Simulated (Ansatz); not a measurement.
# C4H2Cl2Sn: up Jacob's ladder to CCSD(T), part 2 of 2

Ansatz 0.2.0, Gaussian basis; functionals in def2-TZVPP, the program's frozen cores in correlated methods. The steps go on from the part before.

## (17) ωB97M-V (range-separated)

in.yaml reads:

```yaml
crystal:
  periodic: [false, false, false]
  atoms:
    - {symbol: C, position_ang: [0.781586, -2.672431, 0.736331]}
    - {symbol: C, position_ang: [0.546701, -1.646464, 0.151141]}
    - {symbol: Sn, position_ang: [0.149378, 0.097949, -0.854489]}
    - {symbol: Cl, position_ang: [-1.349431, -0.335166, -2.546551]}
    - {symbol: Cl, position_ang: [2.086595, 0.854605, -1.840268]}
    - {symbol: C, position_ang: [-0.609919, 1.575139, 0.351146]}
    - {symbol: C, position_ang: [-1.055666, 2.445220, 1.054349]}
    - {symbol: H, position_ang: [0.989741, -3.581337, 1.254320]}
    - {symbol: H, position_ang: [-1.450485, 3.216186, 1.676821]}
basis:
  gaussian: {orbitals: def2-TZVPP}
hamiltonian: {xc: {name: wB97M-V}}
output: {forces: true, orbitals: {seedname: orbitals}}
```

Started as:

```console
ansatz run in.yaml --threads 4 --pin off --events-out ev --progress --plain --max-ram 11315MiB
```

What it wrote, cut to the lines that bear on the results:

```text
Functional definition: wB97M-V
  name "wB97M-V"
  cite "Mardirossian & Head-Gordon, J. Chem. Phys. 144, 214110 (2016) doi:10.1063/1.4952647"
  cite "Becke, J. Chem. Phys. 107, 8554 (1997) doi:10.1063/1.475007"
  cite "Vydrov & Van Voorhis, J. Chem. Phys. 133, 244103 (2010) doi:10.1063/1.3521275"
  # Of w^i u^j: cxij and so on, Table III.
[...]
  gx(w, u) = 1 - cx + cx01*u + cx10*w
[...]
Atom 5 at    -0.609919     1.575139     0.351146 Å, force    -0.106498     0.209540     0.165240 eV/Å
Atom 6 at    -1.055666     2.445220     1.054349 Å, force     0.063770    -0.125439    -0.098721 eV/Å
Atom 7 at     0.989741    -3.581337     1.254320 Å, force    -0.017131     0.075616    -0.043741 eV/Å
Atom 8 at    -1.450485     3.216186     1.676821 Å, force     0.032818    -0.063907    -0.052282 eV/Å
Dipole moment:    -0.094035    -0.069442     0.574394 e Å
```

Run time: 15 s. Hardware: 4 threads of AMD EPYC 7R43, shared host; peak memory 1.4 GiB.

Atomisation energy: 3670.4 kJ/mol (free atoms -35016.440 eV, run apart). HOMO -11.16 eV, LUMO 0.44 eV.

## (18) B2PLYP (double hybrid)

in.yaml: that of step 17 with these lines changed.

```diff
@@ -14,3 +14,2 @@
   gaussian: {orbitals: def2-TZVPP}
-hamiltonian: {xc: {name: wB97M-V}}
-output: {forces: true, orbitals: {seedname: orbitals}}
+hamiltonian: {xc: {name: B2PLYP}}
```

The command is unchanged.

What it wrote, cut to the lines that bear on the results:

```text
Functional definition: B2PLYP
  name "B2PLYP"
  cite "Grimme, J. Chem. Phys. 124, 034108 (2006) doi:10.1063/1.2148954"
  cite "Becke, Phys. Rev. A 38, 3098 (1988) doi:10.1103/PhysRevA.38.3098"
  cite "Lee, Yang & Parr, Phys. Rev. B 37, 785 (1988) doi:10.1103/PhysRevB.37.785"
[...]
1896 factors; integrals over basis functions are off by at most 7.8e-4 eV
[...]
mean field -35030.56150812 eV, -1287.3493908559 hartree, gradient 3.2e-6 eV, S^2 0.000000; 0 other end points of the search recorded, 0 dependent functions left out
18 core orbitals not correlated: weight in the atoms' cores, before any rotation towards them, 1.000 or more for the frozen orbitals, at most 0.000 for the correlated occupied ones
reference -35030.56171637 eV, -1287.3493985091 hartree; 23, 23 occupied and 245, 245 virtual orbitals, 1896 factors
second order -42.75044834 eV of doubles, -0.00000000 eV of singles
Total energy: -35042.10433742 eV, -1287.7735820088 hartree
```

It took 8.5 s on 4 threads of AMD EPYC 7R43, shared host; peak memory 0.91 GiB.

With the free atoms at this level, -35004.588 eV in sum, the atomisation energy is 3619.8 kJ/mol.

## (19) PBE-QIDH (double hybrid)

in.yaml: that of step 18 with these lines changed.

```diff
@@ -14,2 +14,2 @@
   gaussian: {orbitals: def2-TZVPP}
-hamiltonian: {xc: {name: B2PLYP}}
+hamiltonian: {xc: {name: PBE-QIDH}}
```

Same command.

What it wrote, cut to the lines that bear on the results:

```text
Functional definition: PBE-QIDH
  name "PBE-QIDH"
  cite "Brémond, Sancho-García, Pérez-Jiménez & Adamo, J. Chem. Phys. 141, 031101 (2014) doi:10.1063/1.4890314"
  cite "Perdew, Burke & Ernzerhof, Phys. Rev. Lett. 77, 3865 (1996) doi:10.1103/PhysRevLett.77.3865"
[...]
1896 factors; integrals over basis functions are off by at most 7.8e-4 eV
[...]
mean field -35021.23203807 eV, -1287.0065391556 hartree, gradient 4.1e-6 eV, S^2 0.000000; 0 other end points of the search recorded, 0 dependent functions left out
18 core orbitals not correlated: weight in the atoms' cores, before any rotation towards them, 1.000 or more for the frozen orbitals, at most 0.000 for the correlated occupied ones
reference -35021.23205311 eV, -1287.0065397080 hartree; 23, 23 occupied and 245, 245 virtual orbitals, 1896 factors
second order -39.46790616 eV of doubles, -0.00000000 eV of singles
Total energy: -35034.38802183 eV, -1287.4900126410 hartree
```

Run time: 9 s. Hardware: 4 threads of AMD EPYC 7R43, shared host; peak memory 0.92 GiB.

Atomisation energy: 3669.2 kJ/mol (free atoms -34996.359 eV, run apart).

## (20) Orbital energies across the functionals

Dipoles come from the runs that computed forces. Levels are read from the orbital files that the runs wrote:

| functional | HOMO (eV) | LUMO (eV) | gap (eV) | dipole (D) |
| --- | --- | --- | --- | --- |
| LDA (SPW92) | -7.83 | -2.85 | 4.98 |  |
| PBE-D4 | -7.62 | -2.54 | 5.08 | 2.70 |
| revPBE-D4 | -7.55 | -2.44 | 5.12 |  |
| BLYP-D4 | -7.43 | -2.46 | 4.97 |  |
| r2SCAN-D4 | -7.89 | -2.33 | 5.57 | 2.85 |
| B97M-V | -7.84 | -2.19 | 5.65 |  |
| PBE0-D4 | -8.88 | -1.60 | 7.28 |  |
| B3LYP-D4 | -8.60 | -1.87 | 6.73 | 2.78 |
| r2SCANh-D4 | -8.36 | -1.98 | 6.37 |  |
| r2SCAN0-D4 | -9.06 | -1.47 | 7.58 |  |
| HSE06-D4 | -8.47 | -1.97 | 6.50 |  |
| BHLYP-D4 | -9.93 | -0.57 | 9.36 |  |
| CAM-B3LYP-D4 | -10.24 | -0.54 | 9.70 |  |
| LC-ωPBE | -11.75 | 0.67 | 12.42 |  |
| ωB97X-V | -11.30 | 0.57 | 11.86 |  |
| ωB97M-V | -11.16 | 0.44 | 11.60 | 2.82 |

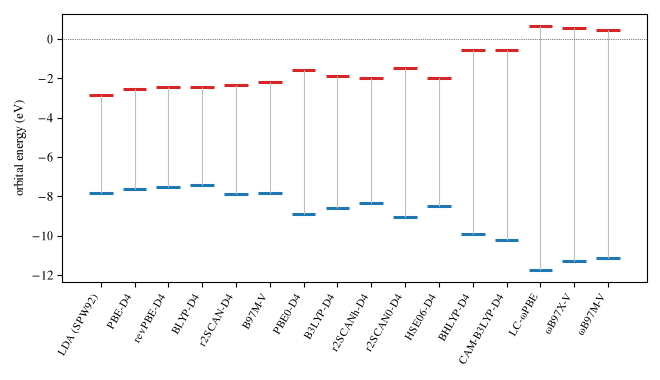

Highest occupied (blue) and lowest empty (red) level by functional.

## (21) CCSD(T) in def2-SVP

in.yaml: that of step 19 with these lines changed.

```diff
@@ -13,3 +13,3 @@
 basis:
-  gaussian: {orbitals: def2-TZVPP}
-hamiltonian: {xc: {name: PBE-QIDH}}
+  gaussian: {orbitals: def2-SVP}
+correlation: {method: ccsd_t}
```

Launched as before.

What it wrote, cut to the lines that bear on the results:

```text
Functional definition: HF
  name "HF"
  cite "Fock, Z. Phys. 61, 126 (1930) doi:10.1007/BF01340294"
  parent pbe
[...]
1344 factors; integrals over basis functions are off by at most 1.2e-3 eV
[...]
mean field -34954.06832099 eV, -1284.5383180779 hartree, gradient 3.8e-6 eV, S^2 0.000000; 0 other end points of the search recorded, 0 dependent functions left out
18 core orbitals not correlated: weight in the atoms' cores, before any rotation towards them, 1.000 or more for the frozen orbitals, at most 0.000 for the correlated occupied ones
reference -34954.06832099 eV, -1284.5383180779 hartree; 23, 23 occupied and 87, 87 virtual orbitals, 1344 factors
second order -23.20283303 eV of doubles, -0.00000000 eV of singles
cycle   1  -23.61437295 eV  change   -4.1e-1 eV  update   1.2e-1
[...]
cycle   9  -24.46316122 eV  change   -1.3e-5 eV  update   1.5e-5
perturbative correction -0.93245678 eV, -0.0342671548 hartree
Total energy: -34979.46393899 eV, -1285.4715898258 hartree
```

Run time: 16 s. Hardware: 4 threads of AMD EPYC 7R43, shared host; peak memory 0.85 GiB.

## (22) CCSD(T) in def2-TZVPP

in.yaml: that of step 21 with these lines changed.

```diff
@@ -13,3 +13,4 @@
 basis:
-  gaussian: {orbitals: def2-SVP}
+  gaussian: {orbitals: def2-TZVPP}
 correlation: {method: ccsd_t}
+output: {orbitals: {seedname: orbitals}}
```

Launched as before.

What it wrote, cut to the lines that bear on the results:

```text
Functional definition: HF
  name "HF"
  cite "Fock, Z. Phys. 61, 126 (1930) doi:10.1007/BF01340294"
  parent pbe
[...]
1896 factors; integrals over basis functions are off by at most 7.8e-4 eV
[...]
mean field -34967.86391817 eV, -1285.0452969233 hartree, gradient 2.6e-6 eV, S^2 0.000000; 0 other end points of the search recorded, 0 dependent functions left out
18 core orbitals not correlated: weight in the atoms' cores, before any rotation towards them, 1.000 or more for the frozen orbitals, at most 0.000 for the correlated occupied ones
reference -34967.86391817 eV, -1285.0452969233 hartree; 23, 23 occupied and 245, 245 virtual orbitals, 1896 factors
second order -34.77582999 eV of doubles, -0.00000000 eV of singles
cycle   1  -34.50840775 eV  change    2.7e-1 eV  update   1.4e-1
[...]
cycle   9  -35.63687466 eV  change   -5.5e-5 eV  update   2.2e-5
perturbative correction -1.72205207 eV, -0.0632842464 hartree
Total energy: -35005.22284490 eV, -1286.4182121580 hartree
```

It took 8.1 min on 4 threads of AMD EPYC 7R43, shared host; peak memory 9.2 GiB.

## (23) MP2 in def2-QZVPP

in.yaml: that of step 22 with these lines changed.

```diff
@@ -13,4 +13,3 @@
 basis:
-  gaussian: {orbitals: def2-TZVPP}
-correlation: {method: ccsd_t}
-output: {orbitals: {seedname: orbitals}}
+  gaussian: {orbitals: "def2-QZVPP.json"}
+correlation: {method: mp2}
```

The command is unchanged.

What it wrote, cut to the lines that bear on the results:

```text
Functional definition: HF
  name "HF"
  cite "Fock, Z. Phys. 61, 126 (1930) doi:10.1007/BF01340294"
  parent pbe
[...]
3090 factors; integrals over basis functions are off by at most 6.8e-4 eV
[...]
mean field -34968.78401785 eV, -1285.0791099629 hartree, gradient 2.9e-6 eV, S^2 0.000000; 0 other end points of the search recorded, 0 dependent functions left out
18 core orbitals not correlated: weight in the atoms' cores, before any rotation towards them, 1.000 or more for the frozen orbitals, at most 0.000 for the correlated occupied ones
reference -34968.78401785 eV, -1285.0791099629 hartree; 23, 23 occupied and 469, 469 virtual orbitals, 3090 factors
second order -42.66240627 eV of doubles, -0.00000000 eV of singles
Total energy: -35011.44642412 eV, -1286.6469244757 hartree
```

It took 30 s on 4 threads of AMD EPYC 7R43, shared host; peak memory 3.2 GiB.

Energy pieces by basis (eV):

| basis | HF | MP2 correlation | CCSD correlation | (T) | total |
| --- | --- | --- | --- | --- | --- |
| def2-SVP | -34954.0683 | -23.2028 | -24.4632 | -0.9325 | -34979.4639 |
| def2-TZVPP | -34967.8639 | -34.7758 | -35.6369 | -1.7221 | -35005.2228 |
| def2-QZVPP | -34968.7840 | -42.6624 |  |  | -35011.4464 (MP2) |

The report of the def2-TZVPP run gives T1 = 0.0126.

## (24) Extrapolating to the complete basis

This step is arithmetic on the last runs, with X = 3 and 4: exp(−7.88√X) for Hartree-Fock, X^−2.97 for correlation; only MP2 was run in the larger set, so CCSD(T) minus MP2 is added from the smaller one.

| level | energy at the limit (eV) |
| --- | --- |
| HF | -34968.9108 |
| MP2 | -35017.4151 |
| CCSD | -35018.2761 |
| CCSD(T) | -35019.9982 |

This is no true limit for total energies: MP2 correlation changes by a factor of 1.23 from triple to quadruple zeta (about 1.07 in light molecules), because outer-core shells are correlated in sets not made for them. Much of that cancels between molecule and atoms or ions.

## (25) RPA on PBE orbitals

in.yaml: that of step 23 with these lines changed.

```diff
@@ -13,3 +13,4 @@
 basis:
-  gaussian: {orbitals: "def2-QZVPP.json"}
-correlation: {method: mp2}
+  gaussian: {orbitals: def2-TZVPP}
+hamiltonian: {xc: pbe}
+correlation: {method: rpa}
```

The command is unchanged.

What it wrote, cut to the lines that bear on the results:

```text
Functional definition: PBE
  name "PBE"
  cite "Perdew, Burke & Ernzerhof, Phys. Rev. Lett. 77, 3865 (1996) doi:10.1103/PhysRevLett.77.3865"
  parent pbe
[...]
1896 factors; integrals over basis functions are off by at most 7.8e-4 eV
[...]
mean field -35042.32221051 eV, -1287.7815886973 hartree, gradient 5.7e-6 eV, S^2 0.000000; 0 other end points of the search recorded, 0 dependent functions left out
18 core orbitals not correlated: weight in the atoms' cores, before any rotation towards them, 1.000 or more for the frozen orbitals, at most 0.000 for the correlated occupied ones
reference -34965.70053232 eV, -1284.9657939598 hartree; 23, 23 occupied and 245, 245 virtual orbitals, 1896 factors
Total energy: -35019.26678706 eV, -1286.9343175128 hartree
```

Run time: 7.5 s. Hardware: 4 threads of AMD EPYC 7R43, shared host; peak memory 0.84 GiB.

RPA correlation: -53.566 eV. No RPA run of the hydrogen atom was made, so RPA has no atomisation energy below.

## (26) Atomisation energies

Free atoms (4 C, 1 Sn, 2 Cl, 2 H) were run apart at each level; the atomisation energy is their sum less the molecule, without zero-point or spin-orbit terms.

Differences are taken before rounding.

| method | rung | atoms, summed (eV) | atomisation energy (kJ/mol) | from CCSD(T)/CBS (kJ/mol) | time |
| --- | --- | --- | --- | --- | --- |
| LDA (SPW92) | LDA | -34885.256 | 4246.5 | +562.1 | 1.8 s |
| PBE-D4 | GGA | -35003.348 | 3790.4 | +106.0 | 3.5 s |
| revPBE-D4 | GGA | -35016.326 | 3666.1 | -18.2 | 2.6 s |
| BLYP-D4 | GGA | -35018.008 | 3646.3 | -38.1 | 2.8 s |
| r2SCAN-D4 | meta-GGA | -35018.225 | 3670.8 | -13.6 | 6.5 s |
| B97M-V | meta-GGA | -35013.709 | 3695.2 | +10.9 | 10 s |
| PBE0-D4 | hybrid | -35006.826 | 3690.0 | +5.6 | 5.5 s |
| B3LYP-D4 | hybrid | -35023.876 | 3626.2 | -58.2 | 8 s |
| r2SCANh-D4 | hybrid | -35017.978 | 3634.2 | -50.2 | 8 s |
| r2SCAN0-D4 | hybrid | -35017.627 | 3581.3 | -103.0 | 7.5 s |
| HSE06-D4 | hybrid | -35006.095 | 3692.6 | +8.2 | 5.5 s |
| BHLYP-D4 | hybrid | -35018.018 | 3491.0 | -193.4 | 5.5 s |
| CAM-B3LYP-D4 | range-separated | -35018.704 | 3634.9 | -49.5 | 6 s |
| LC-ωPBE | range-separated | -35011.001 | 3635.4 | -49.0 | 3.6 s |
| ωB97X-V | range-separated | -35014.811 | 3661.0 | -23.4 | 10 s |
| ωB97M-V | range-separated | -35016.440 | 3670.4 | -14.0 | 15 s |
| B2PLYP | double hybrid | -35004.588 | 3619.8 | -64.6 | 8.5 s |
| PBE-QIDH | double hybrid | -34996.359 | 3669.2 | -15.1 | 9 s |
| HF/def2-TZVPP | wavefunction | -34941.139 | 2578.6 | -1105.8 |  |
| MP2/def2-TZVPP | wavefunction | -34964.159 | 3712.9 | +28.5 |  |
| CCSD/def2-TZVPP | wavefunction | -34967.580 | 3465.8 | -218.6 |  |
| CCSD(T)/def2-SVP | wavefunction | -34943.786 | 3442.4 | -242.0 | 16 s |
| CCSD(T)/def2-TZVPP | wavefunction | -34968.278 | 3564.6 | -119.7 | 8.1 min |
| MP2/CBS | wavefunction | -34977.693 | 3832.6 | +148.2 |  |
| CCSD(T)/CBS | wavefunction | -34981.812 | 3684.4 | 0 | 8.6 min |

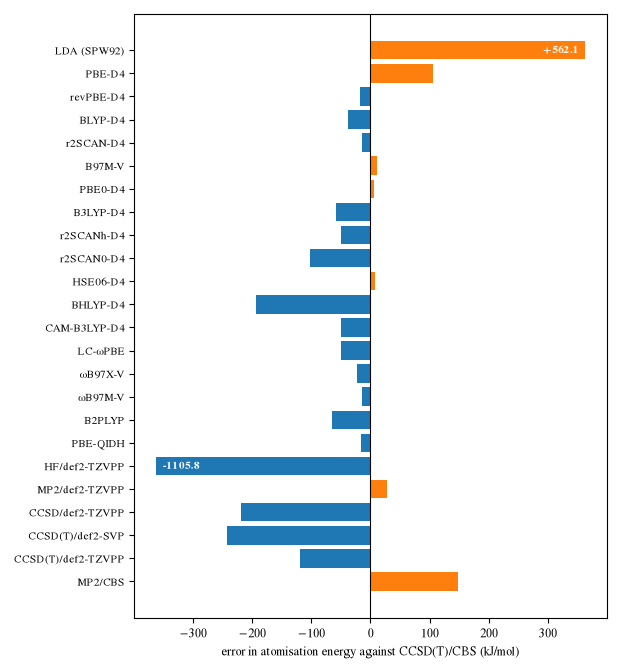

Deviations from CCSD(T)/CBS, method by method. Bars with a number in them are cut short.

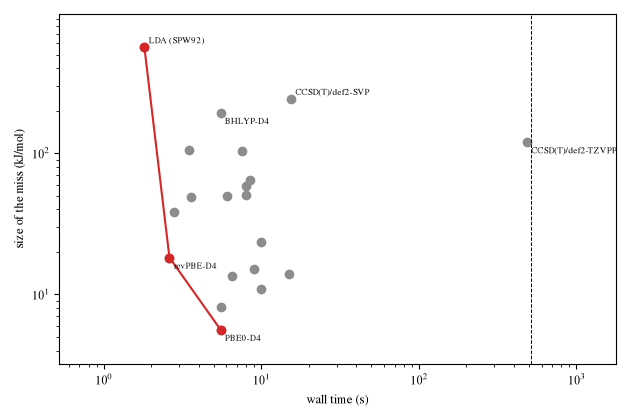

Miss against cost. Red marks the levels that no quicker level drawn beats (of those quicker than the yardstick), and the dashed line is the time of CCSD(T)/CBS. Only those levels and the largest misses are named. Times are from a shared host.

LDA (SPW92), LC-ωPBE, B2PLYP, PBE-QIDH carry no dispersion term (for B3LYP, D4 adds 48.7 kJ/mol).

Times are those of the molecule's run; HF, MP2 and CCSD come out of the CCSD(T) runs, and the limit's time is the sum of the runs that it needs.

## (27) Outcome

What follows sums up all 2 parts.

```
                               quantity                                                                        value
        atomisation energy, CCSD(T)/CBS                                                                3684.4 kJ/mol
 functionals within 36.8 kJ/mol (1.0 %)  revPBE-D4, r2SCAN-D4, B97M-V, PBE0-D4, HSE06-D4, ωB97X-V, ωB97M-V, PBE-QIDH
                    farthest beyond LDA                                                     BHLYP-D4 (-193.4 kJ/mol)
                mean size of error, GGA                                                                  54.1 kJ/mol
           mean size of error, meta-GGA                                                                  12.2 kJ/mol
             mean size of error, hybrid                                                                  69.8 kJ/mol
    mean size of error, range-separated                                                                  34.0 kJ/mol
      mean size of error, double hybrid                                                                  39.9 kJ/mol
              gap, smallest and largest                                        4.97 eV (BLYP-D4), 12.42 eV (LC-ωPBE)
                          T1 diagnostic                                                                       0.0126
triples share of the correlation energy                                                                        4.6 %
```

**Reading.** LDA overbinds by 562.1 kJ/mol (15 %). PBE-D4 misses by +106.0 kJ/mol. Double hybrids carry the basis error of their MP2 part in triple zeta, and no dispersion term here, so their miss is partly the set-up's. The rungs meta-GGA, range-separated miss on average by less than the doubt on the reference (36.8 kJ/mol), so they tie. The reference freezes the cores and leaves out spin-orbit coupling and excitations past (T), and its outer-core shells are covered unevenly, so misses under about 36.8 kJ/mol can't be ranked. All levels share the lack of spin-orbit coupling, which lowers the free heavy atoms and so the true binding. Hartree-Fock recovers 70 % of the binding; the rest is correlation. CCSD(T) in def2-SVP is off by -242.0 kJ/mol, more than most functionals: a good method in a small basis is no reference. The gap grows from 5.0 to 12.4 eV across the functionals, mostly with the share of exact exchange. Correlated methods include outer-core shells of Sn, which these sets cover unevenly.

PBE0-D4 reaches 5.6 kJ/mol from the reference in 5.5 s, where CCSD(T)/CBS took 8.6 min; the quickest level in the cost chart, LDA (SPW92), takes 1.8 s and misses by 562.1 kJ/mol.
